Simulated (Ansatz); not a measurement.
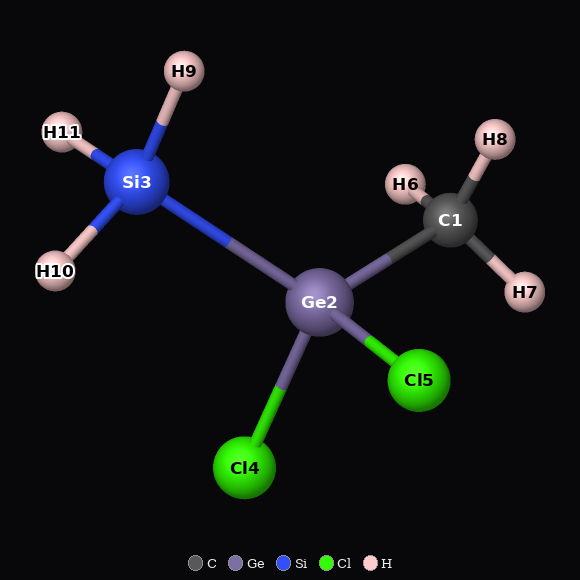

Harmonic vibrations computed with RKS PBE0-D4/def2-TZVP (Ansatz 0.2.0) at a stationary point of the same level.

Is this a minimum or a saddle point?

A minimum: no imaginary frequency, and the lowest mode lies at 88 cm⁻¹.

How many vibrational modes are there, and where do they lie?

27 modes: 88, 93, 99, 132, 145, 161, 170, 345, 413, 416, 509, 513, 617, 803, 808, 861, 931, 933, 1260, 1443, 1446, 2229, 2244, 2259, 3067, 3166, 3170 cm⁻¹.
